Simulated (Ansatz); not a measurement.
## MgO, pressure series

The reference is MgO in the rock salt structure (space group Fm-3m, No. 225).

```cif
data_MgO
_chemical_formula_sum 'Mg1 O1'
_space_group_name_H-M_alt 'P 1'
_space_group_IT_number 1
_cell_length_a 3.00795
_cell_length_b 3.00795
_cell_length_c 3.00795
_cell_angle_alpha 60.000
_cell_angle_beta 60.000
_cell_angle_gamma 60.000
loop_
_space_group_symop_operation_xyz
  'x, y, z'
loop_
_atom_site_label
_atom_site_type_symbol
_atom_site_fract_x
_atom_site_fract_y
_atom_site_fract_z
_atom_site_occupancy
Mg1 Mg 0.50000 0.50000 0.50000 1
O1 O 0.00000 0.00000 0.00000 1
```

Cell and atoms are relaxed at each pressure.

Method: PBE (Ansatz, a first-principles code), scalar-relativistic without spin-orbit coupling.

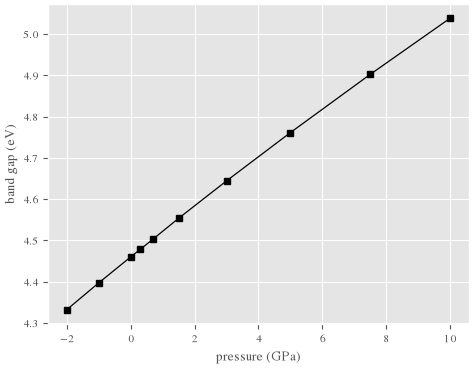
*Band gap against pressure*

| pressure (GPa) | band gap |
|---|---|
| -2 | 4.33 eV |
| -1 | 4.40 eV |
| 0.3 | 4.48 eV |
| 0.7 | 4.50 eV |
| 1.5 | 4.55 eV |
| 3 | 4.64 eV |
| 5 | 4.76 eV |
| 7.5 | 4.90 eV |
| 10 | 5.04 eV |

Load acts through the strain it causes; cell and atoms are relaxed under it. Whether these cells are dynamically stable was not tested. No other phases were tried under pressure. The base started in Pnma and relaxed to Fm-3m at this level.
